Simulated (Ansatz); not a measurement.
Fields on a plane of Al (fcc, Cu type)

```
Al
1.0
    0.00000     2.02029     2.02029
    2.02029     0.00000     2.02029
    2.02029     2.02029     0.00000
Al
1
Direct
  0.00000   0.00000   0.00000
```

The slice is a {111} plane (indices of the conventional cell) through the point (0.000, 0.000, 0.000) (fractional), spanned by u = [100] and v = [-1 2 0] in vectors of this cell: u (2.86 Å) and v (4.95 Å, at 90° to u). It covers one period; positions are fractions (u, v).

Atoms on it: Al at (0.00, 0.00); Al at (0.50, 0.50).

Computed with PBE (plane waves to 420 eV, PAW, scalar-relativistic; Ansatz, an electronic-structure program). k mesh 20×20×20. Inside the PAW spheres the values are not all-electron values, and peaks at nuclei hang on which shells count as valence. Al was relaxed with its symmetry unable to fall.

```tsv
v \ u	0.00	0.17	0.33	0.50	0.67	0.83
0.88	-0.9	-0.7	-0.7	-0.7	-0.7	-0.7
0.75	-0.7	-0.7	-0.7	-0.7	-0.7	-0.7
0.62	-0.7	-0.7	-0.7	-0.9	-0.7	-0.7
0.50	-0.7	-0.7	-1.0	-1.2	-1.0	-0.7
0.38	-0.7	-0.7	-0.7	-0.9	-0.7	-0.7
0.25	-0.7	-0.7	-0.7	-0.7	-0.7	-0.7
0.12	-0.9	-0.7	-0.7	-0.7	-0.7	-0.7
0.00	-1.2	-1.0	-0.7	-0.7	-0.7	-1.0
```

Values: log₁₀ of the valence density in e/Å³. The scale is logarithmic, as a density can span decades between atoms and voids.

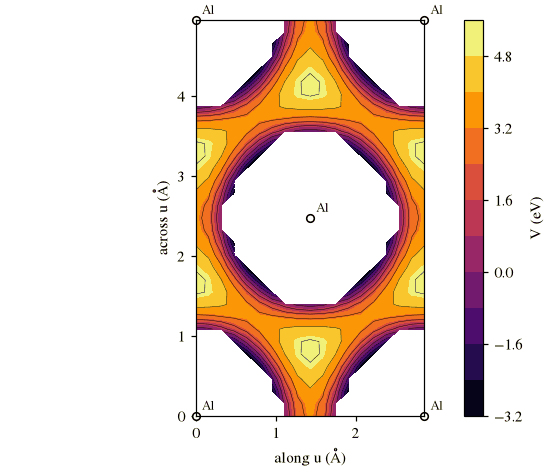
Figure: Electrostatic potential energy of an electron, from the cell's mean, in eV, one period of the plane, atoms marked. Points within 1 Å of a nucleus are left white, as the pseudised field means little there. Values under -3 eV are set to -3. The zero, the cell's mean, hangs on the PAW cores.

* **Density on the Al–Al line (2.86 Å) at its midpoint**: 0.20 e/Å³
* **ELF at that point**: 0.61
* **ELF maximum in the middle third of the Al–Al line**: 0.63, 1.1 Å from Al
